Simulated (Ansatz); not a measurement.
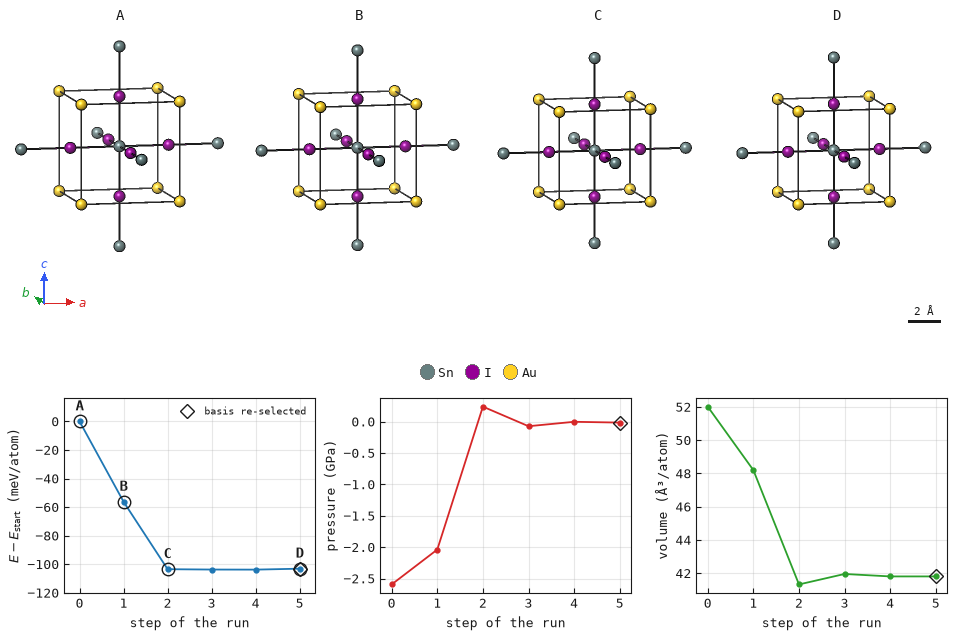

Frames of a relaxation of solid SnAuI3 (a generated structure, set up in Pm-3m), marked on the history of the run. The picture is a ball-and-stick view of the cell of the calculation, seen slightly off an axis.

The start is a swapped structure.

These are results of DFT, PAW plane waves, r2SCAN (Ansatz 0.2.0), not measurements. Set-up: plane-wave cutoff 500 eV; k-point mesh 6 × 6 × 6; occupations fermi dirac; smearing width 0.1 eV; no spin polarisation; cell and atoms relaxed; at most 80 steps.

> What happens along the run?

No atom moves by more than 0.005 Å relative to the cell. The drawn cell changes as follows: a = b = c 6.383 → 5.935 Å (−7.0 %); the volume changes by −19.6 %. Among the contacts that change: I–Sn 3.192 → 2.967 Å. The space group stays Pm-3m (No. 221). The energy falls by 103 meV per atom in 4 accepted moves (5 points after the start). All forces vanish by symmetry, so only the cell relaxes. Pressure: −2.59 GPa at the start and −0.01 GPa at the end. At 1 point the geometry stayed and the basis and grid were re-selected for the new cell (energy shift of 0.7 meV per atom at most each time). The run took of the order of 5 core-minutes on a shared host. From step 0 to 1: volume −7.3 %, energy −56.2 meV per atom. From step 1 to 2: volume −14.3 %, energy −47.2 meV per atom. From step 2 to 5: volume +1.2 %, energy +0.4 meV per atom.
